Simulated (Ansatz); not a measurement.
Band structure of CdAu (Pm-3m, 2 atoms in the cell).

```
CELL_PARAMETERS angstrom
      3.33811     0.00000     0.00000
      0.00000     3.33811     0.00000
      0.00000     0.00000     3.33811
ATOMIC_POSITIONS crystal
  Cd 0.00000 0.00000 0.00000
  Au 0.50000 0.50000 0.50000
```

Method of the run: PBEsol, PAW files made with PBE (plane waves; Ansatz, a program for electronic structure).

Settings: kpoints.mp_grid.grid = 7 7 7; hamiltonian.xc = pbesol; hamiltonian.pseudopotentials = {kind: paw} (an earlier, softer set of the program's PAW files); scf.occupations.method = gaussian; scf.occupations.width = 0.272 eV; kpoints.band_path.npoints = 8.

The starting cell comes from a database of computed structures (which also holds hypothetical and non-ambient phases and stackings), without a prior relaxation at this level. Its lattice was rescaled by a random factor within 2.5 % of one. Spin-orbit coupling is off.

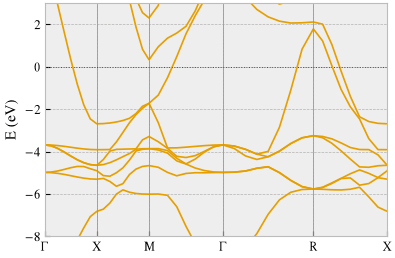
*Bands along the path, energies from the Fermi level.*

Levels in eV from the Fermi level, bands 16 to 23:
| point | 16 | 17 | 18 | 19 | 20 | 21 | 22 | 23 |
|---|---|---|---|---|---|---|---|---|
| Γ | -4.98 | -3.68 | -3.68 | -3.68 | 4.67 | 4.67 | 4.67 | 7.99 |
| X | -4.90 | -4.64 | -4.64 | -3.91 | -2.69 | 10.41 | 10.41 | 10.61 |
| M | -3.86 | -3.86 | -3.29 | -1.72 | -1.72 | 0.33 | 2.30 | 10.83 |
| R | -5.76 | -3.25 | -3.25 | 1.79 | 2.11 | 3.84 | 3.84 | 3.84 |

Bands cross the Fermi level along this path, so the cell is metallic at this level.

Keys are those of Ansatz 0.2.
